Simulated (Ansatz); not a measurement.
# RPA@PBE/STO-3G run of GeH2S (SMILES [SH][GeH])

Aim: the vertical ionisation energy of GeH2S at RPA@PBE/STO-3G, from 2 runs. 

Program for the calculation: Ansatz 0.2.0.

51 further runs of the same task are left out: 3 that didn't finish, 48 set aside as unsound or not needed.

### 1 The molecule

GeH2S: 4 atoms, total charge 0, spin state singlet. SMILES: `[SH][GeH]`. The shape is that of a PBE0-D4/def2-TZVP optimisation.

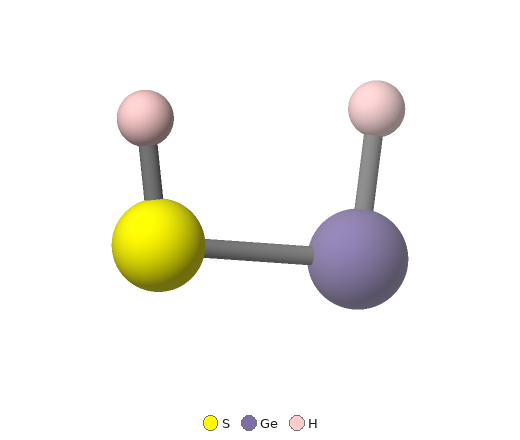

The structure, seen from a chosen angle (sulfur yellow, germanium purple, hydrogen pink).

### 2 The energy at RPA@PBE/STO-3G

job.yaml reads:

```yaml
crystal:
  periodic: [false, false, false]
  atoms:
    - {symbol: S, position_ang: [-0.443300, -1.201800, 0.271700]}
    - {symbol: Ge, position_ang: [-0.841700, 0.737900, -0.743600]}
    - {symbol: H, position_ang: [0.779200, -0.962100, 0.771200]}
    - {symbol: H, position_ang: [0.561200, 1.365900, -0.319400]}
basis:
  gaussian:
    orbitals: STO-3G
hamiltonian:
  xc: {name: PBE}
correlation:
  method: rpa
  frozen_orbitals: {Ge: 9, H: 0, S: 5}
accuracy: high
```

The run is started by

```sh
$ ansatz run job.yaml --threads 1 --pin off --max-ram 2610MiB --events-out events.jsonl --progress --plain --runs-dir runs
```

Output:

```text
Warning: RAYON_NUM_THREADS=1 ignored (pool sized by the plan → 1); use --threads N
Functional definition: PBE
  name "PBE"
  parameter kappa = 0.804
  parameter beta = 0.06672455060314922
  exchange = pbe_x(kappa = kappa, mu = beta*pi^2/3)
  correlation = pbe_c(beta = beta)
422 factors; integrals over basis functions are off by at most 1.4e-8 eV
mean field evaluation 1: about -66473.0228 eV, gradient 2.1e2 eV
mean field evaluation 2: about -66473.0162 eV, gradient 2.1e2 eV
mean field evaluation 4: about -66298.0691 eV, gradient 1.4e2 eV
mean field evaluation 8: about -66597.0303 eV, gradient 6.7e0 eV
mean field evaluation 16: about -66597.2568 eV, gradient 2.7e-1 eV
mean field evaluation 32: about -66597.2473 eV, gradient 3.0e-1 eV
mean field evaluation 64: about -66593.5187 eV, gradient 2.1e1 eV
mean field evaluation 96: about -66597.2793 eV, gradient 1.6e0 eV
mean field -66597.25820583 eV, -2447.4040978214 hartree, gradient 2.7e-8 eV, S^2 0.000000; 4 other end points of the search recorded, 0 dependent functions left out; unrestricted orbitals would lower it
unrestricted determinant -66560.43803524 eV, -2446.0509815098 hartree, S^2 0.0000
14 core orbitals not correlated: weight in the atoms' cores, before any rotation towards them, 1.000 or more for the frozen orbitals, at most 0.000 for the correlated occupied ones
reference -66558.69543240 eV, -2445.9869420366 hartree; 11, 11 occupied and 4, 4 virtual orbitals, 422 factors
Total energy: -66563.86904130 eV, -2446.1770686568 hartree
```

Wall time 4.2 s (1 thread of Arm Neoverse V1, shared host); peak memory 0.11 GiB.

### 3 The doublet cation

in.yaml reads:

```yaml
crystal:
  periodic: [false, false, false]
  atoms:
    - symbol: S
      position_ang: [-0.443300, -1.201800, 0.271700]
    - symbol: Ge
      position_ang: [-0.841700, 0.737900, -0.743600]
    - symbol: H
      position_ang: [0.779200, -0.962100, 0.771200]
    - symbol: H
      position_ang: [0.561200, 1.365900, -0.319400]
basis:
  gaussian: {orbitals: STO-3G}
total_charge: 1
magnetization: {spin_polarized: true, initial_magnetization: 1}
hamiltonian: {xc: pbe}
correlation: {method: rpa, frozen_orbitals: {Ge: 9, H: 0, S: 5}}
accuracy: high
```

The run is started by

```sh
$ ansatz run in.yaml --threads 1 --pin off --max-ram 2610MiB --events-out events.jsonl --progress --plain --runs-dir runs
```

Output, cut to the lines that bear on the results:

```text
Warning: RAYON_NUM_THREADS=1 ignored (pool sized by the plan → 1); use --threads N
[... 2 set-up lines as earlier in the session ...]
[...]
420 factors; integrals over basis functions are off by at most 1.4e-8 eV
[...]
mean field -66590.81962827 eV, -2447.1674844603 hartree, gradient 7.7e-8 eV, S^2 0.766275; 8 other end points of the search recorded, 0 dependent functions left out
14 core orbitals not correlated: weight in the atoms' cores, before any rotation towards them, 1.000 or more for the frozen orbitals, at most 0.000 for the correlated occupied ones
reference -66552.50953588 eV, -2445.7596145323 hartree; 11, 10 occupied and 4, 5 virtual orbitals, 420 factors
Total energy: -66558.35969974 eV, -2445.9746040887 hartree
```

Wall time 7.8 s (1 thread of Arm Neoverse V1, shared host); peak memory 0.13 GiB.

### 4 What came out

At RPA@PBE/STO-3G, 14 core orbitals frozen:

| quantity | value |
| --- | --- |
| singlet GeH2S: total energy | -2446.17707 Eh |
| singlet GeH2S: RPA correlation energy (valence) | -190.1 mEh |
| doublet cation: total energy | -2445.97460 Eh |
| doublet cation: RPA correlation energy (valence) | -215.0 mEh |
| doublet cation: ⟨S²⟩ of the reference determinant | 0.766 |
| vertical ionisation energy (to the doublet cation) | 5.509 eV |

The vertical ionisation energy comes to 5.51 eV (127 kcal/mol). In a minimal basis such a difference can be off by several eV, whatever the method. The restricted solution (singlet GeH2S) is unstable to spin breaking: an unrestricted one lies lower.
